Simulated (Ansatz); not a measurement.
## Run report: BSi$_{2}$NH$_{8}$, geometry relaxation (part 2 of 2)

Continued. System: BSi$_{2}$NH$_{8}$, SMILES N[SiH2]B[SiH3]. Method: RKS PBE-D4/def2-SVP (Ansatz 0.2.0). The geometry: force-field start.

Geometry of the input (Å):
```
N  -1.3516  2.0009  0.0833
Si -1.2821  0.2973  -0.3027
B  0.5417  -0.1686  -0.6462
Si 1.5281  -1.4673  0.4926
H  -0.7786  2.2167  0.8757
H  -0.9847  2.5748  -0.7392
H  -1.7597  -0.4772  0.8407
H  -2.0398  0.0145  -1.5043
H  1.1719  0.3646  -1.4701
H  0.7417  -2.7584  0.4265
H  1.4268  -1.0068  1.9100
H  2.8634  -1.6457  0.0678
```

Trajectory as extended XYZ, continued:
```
12
Properties=species:S:1:pos:R:3:forces:R:3 step=7 energy=-18032.97222
N    -1.0017    1.8261    0.1266    0.1322  -0.4205  -0.0421
Si   -1.4706    0.1735   -0.4686    0.0893   0.4866  -0.1260
B     0.4248   -0.2957   -0.8239   -0.1372   0.0058   0.1729
Si    1.5278   -1.3157    0.5279    0.0093  -0.0070  -0.0375
H    -0.6823    1.8888    1.1042   -0.0234   0.0043  -0.2274
H    -0.4293    2.4397   -0.4718   -0.1425  -0.1791   0.1127
H    -2.1811   -0.4718    0.6892    0.0036  -0.0181   0.0026
H    -2.4363    0.3027   -1.6325    0.0940   0.0153   0.1676
H     0.9363    0.2422   -1.7909   -0.0039   0.0030  -0.0053
H     1.0080   -2.7428    0.6150    0.0581   0.1381  -0.0133
H     1.3710   -0.7235    1.9122   -0.0427  -0.0067  -0.0182
H     3.0104   -1.3787    0.2465   -0.0369  -0.0216   0.0141
12
Properties=species:S:1:pos:R:3:forces:R:3 step=8 energy=-18033.00569
N    -0.9189    1.7496    0.1417    0.0669  -0.5222  -0.0227
Si   -1.5159    0.1544   -0.5042    0.1083   0.3017   0.1184
B     0.3766   -0.2959   -0.8237   -0.0050   0.1347   0.0123
Si    1.5220   -1.2474    0.5411   -0.1944  -0.1095   0.0048
H    -0.5358    1.7596    1.0974   -0.0638   0.0005  -0.1870
H    -0.3626    2.3592   -0.4666   -0.0279  -0.0004  -0.0121
H    -2.2195   -0.5025    0.6519   -0.0533   0.0174  -0.0184
H    -2.5045    0.3879   -1.6297    0.1402   0.0075   0.1371
H     0.8861    0.2342   -1.7957   -0.0075   0.0202  -0.0410
H     1.0446   -2.6862    0.6199    0.0425   0.0646   0.0143
H     1.2961   -0.6649    1.9208    0.0475  -0.0065  -0.0192
H     3.0090   -1.3032    0.2812   -0.0535   0.0921   0.0135
12
Properties=species:S:1:pos:R:3:forces:R:3 step=9 energy=-18033.06283
N    -0.8168    1.6510    0.1457    0.1778  -0.5561  -0.0447
Si   -1.5467    0.1140   -0.5144   -0.0736   0.2581   0.0114
B     0.3418   -0.2665   -0.8294   -0.0590   0.1378   0.0525
Si    1.4657   -1.2054    0.5530    0.0985  -0.0084   0.0187
H    -0.3854    1.6365    1.0793   -0.0820   0.0231  -0.1403
H    -0.2945    2.2673   -0.4830   -0.0204   0.0843  -0.0146
H    -2.2842   -0.5217    0.6329   -0.0044   0.0140  -0.0215
H    -2.5258    0.4622   -1.6146    0.0874  -0.0066   0.1221
H     0.8429    0.2610   -1.8083   -0.0302  -0.0008   0.0126
H     1.0767   -2.6680    0.6333    0.0117   0.0677   0.0034
H     1.2466   -0.6274    1.9359   -0.0453  -0.0174  -0.0127
H     2.9569   -1.1583    0.3038   -0.0604   0.0042   0.0132
12
Properties=species:S:1:pos:R:3:forces:R:3 step=10 energy=-18033.17267
N    -0.6816    1.5157    0.1272    0.4574  -0.5772  -0.4420
Si   -1.5944    0.0630   -0.5331   -0.1448   0.1806  -0.0194
B     0.3026   -0.2120   -0.8136    0.0244   0.3619   0.2291
Si    1.4422   -1.1455    0.5668   -0.0289  -0.0808  -0.0757
H    -0.2422    1.5112    1.0546   -0.1109   0.0639  -0.0689
H    -0.2326    2.1846   -0.5114   -0.1747   0.0002   0.2112
H    -2.3514   -0.5363    0.6207    0.0007   0.0292  -0.0192
H    -2.5638    0.5368   -1.5947    0.0785  -0.0169   0.1446
H     0.7865    0.3049   -1.8072   -0.0556  -0.0551   0.0063
H     1.1002   -2.6194    0.6369    0.0428   0.0432  -0.0045
H     1.1761   -0.6042    1.9569    0.0018   0.0237  -0.0007
H     2.9357   -1.0539    0.3309   -0.0906   0.0274   0.0390
12
Properties=species:S:1:pos:R:3:forces:R:3 step=11 energy=-18033.40881
N    -0.5479    1.3820    0.0832    0.9562  -0.4459  -0.7770
Si   -1.6284    0.0185   -0.5593   -0.3406   0.0154  -0.0349
B     0.2845   -0.1389   -0.7737    0.0094   0.7498   0.3351
Si    1.4183   -1.1159    0.5739   -0.0025  -0.1718  -0.1197
H    -0.1766    1.4370    1.0414   -0.2336   0.0926  -0.1408
H    -0.2138    2.1551   -0.5215   -0.3680  -0.2513   0.4866
H    -2.3895   -0.5349    0.6140   -0.0261   0.0502  -0.0029
H    -2.5959    0.5932   -1.5736    0.1005  -0.0213   0.1559
H     0.7471    0.3205   -1.8063   -0.0415  -0.1300   0.0212
H     1.1232   -2.6006    0.6354    0.0296   0.0659   0.0104
H     1.1442   -0.5802    1.9652   -0.0142   0.0147   0.0418
H     2.9120   -0.9910    0.3554   -0.0692   0.0318   0.0242
12
Properties=species:S:1:pos:R:3:forces:R:3 step=12 energy=-18033.68007
N    -0.4117    1.2578    0.0239    0.6383   0.7828  -0.6154
Si   -1.6380   -0.0310   -0.5853   -0.5242  -0.0241   0.0244
B     0.3060   -0.0834   -0.7519    0.0735   0.7457   0.2609
Si    1.4215   -1.1071    0.5729   -0.0257  -0.2267  -0.0530
H    -0.1828    1.4037    1.0266   -0.1942  -0.1441  -0.4182
H    -0.2880    2.1626   -0.5076   -0.2354  -0.9622   0.6367
H    -2.4201   -0.4908    0.6187    0.0527   0.0083  -0.0112
H    -2.6139    0.6698   -1.5179    0.2238  -0.0832   0.1130
H     0.7412    0.2873   -1.8329   -0.0175  -0.1697   0.0490
H     1.1466   -2.5939    0.6374    0.0468   0.0487  -0.0290
H     1.0996   -0.5826    1.9631    0.0280   0.0122   0.0080
H     2.9168   -0.9475    0.3871   -0.0661   0.0124   0.0348
12
Properties=species:S:1:pos:R:3:forces:R:3 step=13 energy=-18033.56888 accepted=F
N    -0.3259    1.2058   -0.0475   -1.2350   3.3850   1.3048
Si   -1.6651   -0.0566   -0.5671   -0.2769  -0.5434  -0.1997
B     0.3119    0.0467   -0.6762    1.4537  -2.2197  -1.4450
Si    1.3990   -1.1140    0.5800    0.0628   0.0151  -0.0284
H    -0.1776    1.4096    0.9578   -0.0893  -0.1920  -0.1874
H    -0.3431    2.1247   -0.5450    0.0415  -0.5836   0.2221
H    -2.4160   -0.4462    0.6839    0.0595   0.2000  -0.0315
H    -2.5874    0.6789   -1.5195    0.1380   0.0420   0.2147
H     0.7198    0.2681   -1.8167   -0.0416  -0.1605   0.2030
H     1.1843   -2.6128    0.5404   -0.0649   0.1354  -0.0268
H     1.0831   -0.6471    1.9967   -0.0376  -0.0856  -0.0102
H     2.8941   -0.9124    0.4473   -0.0103   0.0072  -0.0156
12
Properties=species:S:1:pos:R:3:forces:R:3 step=14 energy=-18033.76838
N    -0.3878    1.2604   -0.0110    0.1733  -0.0994  -0.0883
Si   -1.6434   -0.0539   -0.5796   -0.0708  -0.0493   0.0468
B     0.3342   -0.0237   -0.7207   -0.0692   0.1974  -0.0667
Si    1.4192   -1.1262    0.5689    0.0010   0.1064   0.1008
H    -0.2266    1.4238    0.9909    0.0064  -0.1580   0.0302
H    -0.3592    2.1599   -0.4980   -0.0013   0.0897  -0.1691
H    -2.4083   -0.4445    0.6587    0.0104   0.0220  -0.0147
H    -2.5770    0.6912   -1.5028    0.0449  -0.0435   0.0237
H     0.7535    0.2222   -1.8476   -0.0820   0.0135   0.1929
H     1.1624   -2.6138    0.5871    0.0032   0.0332  -0.0586
H     1.0983   -0.6233    1.9699   -0.0045  -0.0666   0.0093
H     2.9118   -0.9274    0.4183   -0.0113  -0.0455  -0.0062
12
Properties=species:S:1:pos:R:3:forces:R:3 step=15 energy=-18033.77479
N    -0.3608    1.2796   -0.0330   -0.2301  -0.2740  -0.0915
Si   -1.6594   -0.0859   -0.5668    0.2615   0.2716   0.1531
B     0.3230   -0.0083   -0.7055    0.0728   0.1580   0.0185
Si    1.4091   -1.1129    0.5842    0.0082  -0.0452   0.0161
H    -0.1802    1.4485    0.9641   -0.0861  -0.0521   0.0212
H    -0.3344    2.1664   -0.5469   -0.0250   0.0072  -0.0658
H    -2.4161   -0.4124    0.6953    0.0293   0.0201  -0.0128
H    -2.5914    0.6391   -1.5032    0.0129   0.0160   0.0171
H     0.7411    0.2383   -1.8250   -0.0329  -0.1115  -0.0031
H     1.1822   -2.6039    0.5032    0.0005   0.0312  -0.0189
H     1.0632   -0.7074    2.0113   -0.0133  -0.0238  -0.0488
H     2.9008   -0.8964    0.4566    0.0021   0.0025   0.0148
12
Properties=species:S:1:pos:R:3:forces:R:3 step=16 energy=-18033.79123
N    -0.3742    1.2752   -0.0508   -0.0190   0.1131   0.0656
Si   -1.6416   -0.0763   -0.5508   -0.0147  -0.0053   0.0747
B     0.3382    0.0019   -0.6992    0.1082  -0.0264  -0.0273
Si    1.4189   -1.1079    0.5900   -0.0457  -0.0863  -0.0078
H    -0.2210    1.4560    0.9492   -0.0182  -0.0255  -0.0150
H    -0.3658    2.1585   -0.5714    0.0040   0.0277  -0.0463
H    -2.3868   -0.3713    0.7253    0.0070  -0.0093  -0.0176
H    -2.5741    0.6442   -1.4868   -0.0183  -0.0046  -0.0227
H     0.7396    0.2101   -1.8326   -0.0257  -0.0298   0.0322
H     1.1908   -2.5942    0.4522    0.0105   0.0190  -0.0047
H     1.0398   -0.7539    2.0226    0.0146  -0.0046  -0.0628
H     2.9132   -0.8975    0.4865   -0.0026   0.0322   0.0319
12
Properties=species:S:1:pos:R:3:forces:R:3 step=17 energy=-18033.76295 accepted=F
N    -0.3560    1.3422   -0.0798    0.0502  -0.1356   0.1500
Si   -1.6204   -0.0421   -0.4725   -0.0042  -0.1391  -0.2758
B     0.3631    0.0358   -0.6741   -0.2529  -0.3785  -0.1655
Si    1.3998   -1.1640    0.5713    0.1153   0.4109   0.1236
H    -0.2064    1.5595    0.9129    0.0492   0.0498  -0.0066
H    -0.3627    2.2031   -0.6387    0.0331  -0.0239  -0.0135
H    -2.3718   -0.3248    0.7999    0.0422   0.0954   0.0560
H    -2.5710    0.5670   -1.4742    0.0203   0.0466   0.0871
H     0.6991    0.1425   -1.8421    0.0099   0.1169   0.0569
H     1.3111   -2.6552    0.3428   -0.0847   0.1136  -0.1099
H     0.9214   -0.9113    1.9878   -0.0275  -0.0700   0.0731
H     2.8708   -0.8079    0.6010    0.0491  -0.0859   0.0246
12
Properties=species:S:1:pos:R:3:forces:R:3 step=18 energy=-18033.79880
N    -0.3641    1.2944   -0.0680   -0.0030   0.0132   0.0169
Si   -1.6375   -0.0694   -0.5254   -0.0059   0.0092   0.0374
B     0.3413    0.0015   -0.6964    0.0246  -0.0133  -0.0221
Si    1.4118   -1.1174    0.5890   -0.0265  -0.0176  -0.0064
H    -0.2090    1.4928    0.9275    0.0021  -0.0004   0.0050
H    -0.3519    2.1661   -0.6090   -0.0062  -0.0001  -0.0197
H    -2.3649   -0.3484    0.7638    0.0035   0.0064  -0.0028
H    -2.5881    0.6253   -1.4644   -0.0013  -0.0052  -0.0107
H     0.7251    0.1804   -1.8392   -0.0024  -0.0035   0.0084
H     1.2390   -2.6011    0.3822    0.0035  -0.0060  -0.0133
H     0.9765   -0.8310    2.0161   -0.0128  -0.0027  -0.0036
H     2.8989   -0.8484    0.5580    0.0243   0.0200   0.0109
12
Properties=species:S:1:pos:R:3:forces:R:3 step=19 energy=-18033.80280
N    -0.3542    1.3052   -0.0817    0.0083  -0.0099  -0.0095
Si   -1.6348   -0.0644   -0.4987   -0.0103   0.0104  -0.0011
B     0.3429   -0.0016   -0.6952   -0.0152  -0.0090  -0.0089
Si    1.4064   -1.1248    0.5885    0.0140   0.0014   0.0174
H    -0.1926    1.5198    0.9094    0.0077   0.0147  -0.0035
H    -0.3433    2.1663   -0.6405   -0.0056  -0.0183   0.0075
H    -2.3491   -0.3104    0.8044    0.0056   0.0002  -0.0075
H    -2.5946    0.6032   -1.4496    0.0064   0.0033   0.0118
H     0.7138    0.1567   -1.8447   -0.0030   0.0000  -0.0016
H     1.2870   -2.6056    0.3146    0.0148   0.0423   0.0056
H     0.9092   -0.9012    2.0085    0.0127  -0.0215  -0.0276
H     2.8864   -0.7984    0.6192   -0.0354  -0.0137   0.0174
12
Properties=species:S:1:pos:R:3:forces:R:3 step=20 energy=-18033.80373
N    -0.3420    1.3205   -0.1060    0.0221  -0.0437   0.0041
Si   -1.6347   -0.0544   -0.4688   -0.0121   0.0140  -0.0265
B     0.3415   -0.0060   -0.6973   -0.0592   0.0105  -0.0308
Si    1.3976   -1.1310    0.5878    0.1032  -0.0597   0.1358
H    -0.1691    1.5590    0.8780    0.0139   0.0271  -0.0288
H    -0.3324    2.1665   -0.6891   -0.0104  -0.0494   0.0405
H    -2.3261   -0.2767    0.8510    0.0113   0.0128  -0.0080
H    -2.6110    0.5968   -1.4156    0.0164  -0.0034   0.0167
H     0.6934    0.1218   -1.8569    0.0094   0.0061   0.0132
H     1.3658   -2.6059    0.2354    0.0027   0.1446   0.0229
H     0.8301   -1.0072    1.9997    0.0406  -0.0186  -0.1217
H     2.8640   -0.7385    0.7159   -0.1378  -0.0402  -0.0175
12
Properties=species:S:1:pos:R:3:forces:R:3 step=21 energy=-18033.80574
N    -0.3434    1.3146   -0.1018    0.0233  -0.0239   0.0082
Si   -1.6362   -0.0565   -0.4738   -0.0077   0.0083  -0.0125
B     0.3402   -0.0081   -0.6975   -0.0303   0.0013  -0.0286
Si    1.3994   -1.1300    0.5892    0.0355  -0.0102   0.0530
H    -0.1688    1.5507    0.8823    0.0058   0.0194  -0.0177
H    -0.3357    2.1626   -0.6808   -0.0048  -0.0270   0.0191
H    -2.3301   -0.2777    0.8441    0.0035   0.0011  -0.0016
H    -2.6076    0.6023   -1.4191    0.0054   0.0006   0.0065
H     0.6978    0.1253   -1.8549    0.0016   0.0021   0.0116
H     1.3594   -2.6016    0.2482    0.0020   0.0537   0.0036
H     0.8398   -0.9932    1.9971    0.0156  -0.0120  -0.0405
H     2.8624   -0.7437    0.7012   -0.0498  -0.0134  -0.0013
12
Properties=species:S:1:pos:R:3:forces:R:3 step=22 energy=-18033.80664
N    -0.3397    1.3123   -0.1059   -0.0038   0.0086  -0.0196
Si   -1.6420   -0.0523   -0.4685    0.0079  -0.0067  -0.0024
B     0.3340   -0.0139   -0.6968    0.0076  -0.0279   0.0122
Si    1.3972   -1.1291    0.5930   -0.0073  -0.0118   0.0073
H    -0.1597    1.5613    0.8734    0.0093   0.0074   0.0102
H    -0.3325    2.1531   -0.6940   -0.0075   0.0098   0.0012
H    -2.3316   -0.2671    0.8528    0.0032  -0.0002  -0.0027
H    -2.6126    0.6110   -1.4105   -0.0013   0.0051   0.0011
H     0.7027    0.1094   -1.8511   -0.0134   0.0130  -0.0045
H     1.3824   -2.5918    0.2262    0.0089  -0.0014   0.0000
H     0.8291   -1.0277    1.9973   -0.0021   0.0027  -0.0054
H     2.8499   -0.7203    0.7181   -0.0017   0.0013   0.0027
12
Properties=species:S:1:pos:R:3:forces:R:3 step=23 energy=-18033.80700
N    -0.3360    1.3130   -0.1114    0.0029  -0.0010   0.0057
Si   -1.6423   -0.0513   -0.4631   -0.0025   0.0073   0.0028
B     0.3326   -0.0181   -0.6975    0.0129  -0.0129  -0.0121
Si    1.3940   -1.1336    0.5939   -0.0060   0.0121  -0.0058
H    -0.1498    1.5691    0.8651    0.0008   0.0023   0.0050
H    -0.3323    2.1500   -0.7048   -0.0007   0.0035  -0.0016
H    -2.3247   -0.2603    0.8625   -0.0003  -0.0029   0.0007
H    -2.6156    0.6171   -1.3990   -0.0031  -0.0024  -0.0037
H     0.6980    0.1032   -1.8531   -0.0073   0.0007  -0.0055
H     1.4084   -2.5923    0.2121   -0.0029   0.0000   0.0035
H     0.8066   -1.0488    1.9907    0.0020  -0.0078   0.0038
H     2.8384   -0.7033    0.7388    0.0041   0.0013   0.0072
```

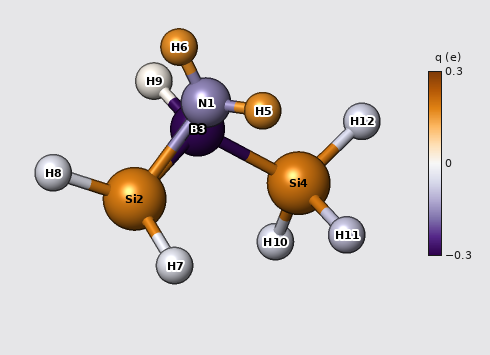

Fig. 1: Mulliken charges, as the colour of each atom (ball-and-stick view, seen at a tilt; atoms are numbered from 1 in the order of the input). By element: N −0.16, Si +0.19 to +0.20, B −0.28 and H −0.09 to +0.16 e.
